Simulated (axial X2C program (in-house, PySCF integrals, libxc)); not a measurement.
**Run report: TaO, relativistic diatomic calculation**

TaO, single determinant with M_S = 1/2 and |Λ| = 2 (not the lowest found). Computed at this level: PBE0, spin-free X2C-1e, Ta dyall-v3z, O dyall-v3z (cores contracted) (axial X2C program (in-house, PySCF integrals, libxc)).

### Input file
```
{"zs": [73, 8], "q": 0, "bas": ["dyall-v3z", "dyall-v3z"], "levels": ["PBE0", "HF", "M06", "BP86"], "cc": false, "r0": 1.83, "npts": 10, "nst": 2, "ntry": 6, "opt": {"auxb": 4.0}}
```

The line is the task of a batch: nuclear charges, charge, bases, the levels to run, a first guess of the distance and further settings. This report covers PBE0 without spin-orbit coupling. The log is that of the reference distance 1.722 Å, started from orbitals converged before.

The run was one of a batch that the task file lists, launched with:
```bash
python <driver script> task.json out
```

### The program's output
```
spin-free X2C-1e  PBE0
basis functions 205  fitting functions 622  grid points 5075
iter        total energy     max residual
   1     -15681.175326949     2.71e-05
   2     -15681.175326947     5.91e-05
   3     -15681.175326966     2.72e-05
   4     -15681.175326971     1.20e-05
   5     -15681.175326974     4.98e-06
   6     -15681.175326974     1.93e-06
converged
one-electron -21877.16235266  Coulomb 6345.11467558  exact exchange -80.39926833  xc functional -248.19382359  nuclear repulsion 179.46544203
```

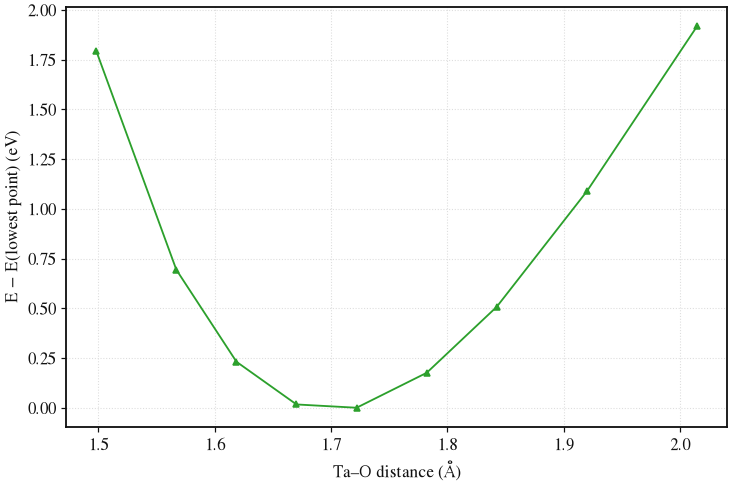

Energy at 9 bond lengths, for one set of occupations held fixed; the line joins the points. A polynomial of degree 6 through 9 points gives rₑ = 1.701 Å, ωₑ = 1093 cm⁻¹, ωₑxₑ = 3.1 cm⁻¹ and Bₑ = 0.3967 cm⁻¹. The minimum lies 6.08 eV below Ta + O, each computed as one determinant at the same level.

### What the run reported

- outcome: converged
- bond length rₑ: 1.701 Å
- ωₑ: 1093 cm⁻¹
- energy at the minimum: −15681.17586 hartree
- depth below the fragments: 6.08 eV
- largest ⟨S²⟩ along the curve: 0.87
- hardware: 1 thread of Arm Neoverse N1, 98 GiB of memory available, shared host
- wall time: 9.7 s

### What is odd here

One thing in this input was made odd on purpose: sparse fitting set (auxb = 4.0). The program ran to the end. Its numbers are those of the input as typed; this run alone doesn't show how far the oddity moves them. Limits: 9 of the 10 points asked for were kept.
